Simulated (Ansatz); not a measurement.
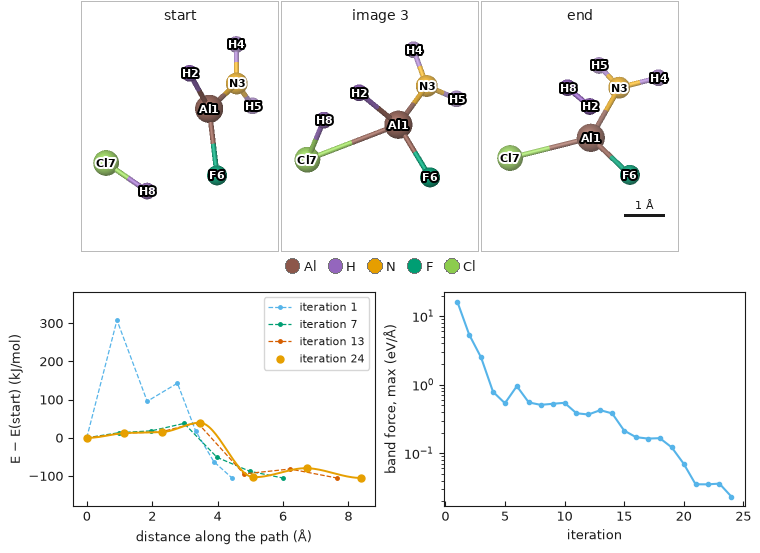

A search for the minimum-energy path of AlNH4ClF by the nudged elastic band. Images are numbered from 0 (start) to 6 (end). The plot follows the band through its iterations. The picture is a ball-and-stick view, seen from a free direction.

Level of theory: RKS B3LYP/def2-SVP in Ansatz 0.2.0. Settings: 5 movable images; climbing image; force threshold 0.03 eV/Å; iteration limit 60; starting path through a guess of the saddle point.

Did the band converge, and can the barrier be trusted?

The run is converged, with reservations. The band converged in 24 iterations. The largest component of the band force went from 16 to 0.023 eV/Å. The climbing image converged on the top of the path. Its vibrational analysis gives one imaginary mode (638i cm⁻¹), as a transition state must have. The first iteration put the highest image at 308.1 kJ/mol. The highest point, image 3, lies 39.5 kJ/mol above the start and 144.5 kJ/mol above the end; the end is at −105.0 kJ/mol relative to the start. The profile has 2 maxima (images 3, 5) with a dip at image 4 (−103.0 kJ/mol), so the process runs in steps.
